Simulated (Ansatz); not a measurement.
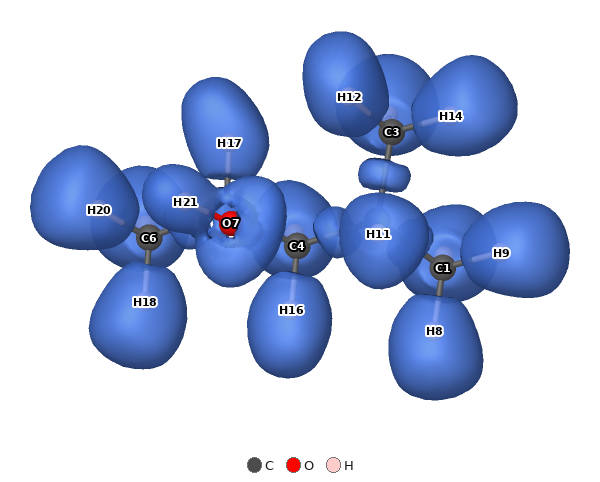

*C6H14O (SMILES CC(C)CC(C)O). Isosurface of the ELF at 0.8 (blue), seen at a tilt. Core shells and regions of very low density are left out.*

Geometry: PBE0-D4/def2-TZVP.

These are results of Ansatz, RKS PBE0-D4/def2-TZVPP, not measurements.

```xyz
21

C     0.5042   -2.3885   -0.5087
C     0.7587   -0.9220   -0.1932
C     1.5128   -0.2511   -1.3321
C    -0.5602   -0.2218    0.1208
C    -0.4406    1.2265    0.5516
C    -1.7932    1.8299    0.8762
O     0.4184    1.2562    1.6824
H    -0.0133   -2.8890    0.3140
H     1.4399   -2.9231   -0.6913
H    -0.1170   -2.4929   -1.4048
H     1.3808   -0.8651    0.7063
H     1.7930    0.7754   -1.0870
H     0.9055   -0.2280   -2.2435
H     2.4323   -0.7955   -1.5623
H    -1.2119   -0.2645   -0.7608
H    -1.0741   -0.7690    0.9201
H     0.0136    1.8056   -0.2665
H    -2.2718    1.2746    1.6869
H    -2.4506    1.8073    0.0034
H    -1.6939    2.8743    1.1879
H     0.4673    2.1609    2.0005
```

Where are the electrons localised?

The ELF exceeds this value in five regions between bonded C–C atoms (shared pairs), 13 regions around hydrogen nuclei and one joined region spread over several atoms (H, O), in which their bonds and any lone pairs are merged. Profiles from the grid: C–O (1.42 Å): the ELF peaks at about 0.90 between the atoms; a shared but strongly polarised pair. C–C (1.52 Å): the ELF peaks at about 0.95 between the atoms, as expected for a shared electron pair.
